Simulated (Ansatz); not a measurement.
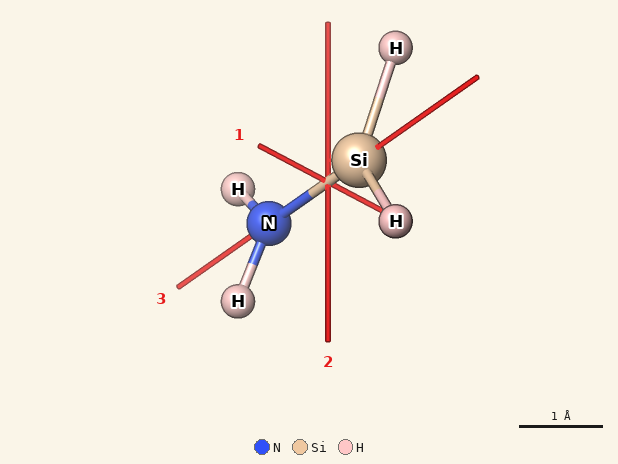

The three principal axes of inertia are drawn and numbered. Distant atoms are faded towards the background colour. Charge +1, singlet. The computed structure is the end point of a PBE-D4/def2-SVP optimisation. No frequency run is at hand to confirm it as a minimum. Masses are those of the most abundant isotopes; constants are for the rigid equilibrium geometry.

Q: Which line is the a axis (least moment of inertia), which b and which c?

A: a is line 3, b is line 2, c is line 1; the moments are 5.00, 34.6, 39.6 u Å².

Q: Classify the rotor and give the rotational constants (GHz).

A: An asymmetric top (C2v): A = 101, B = 14.6, C = 12.8 GHz. Ray's parameter κ is −0.96, close to the prolate limit.
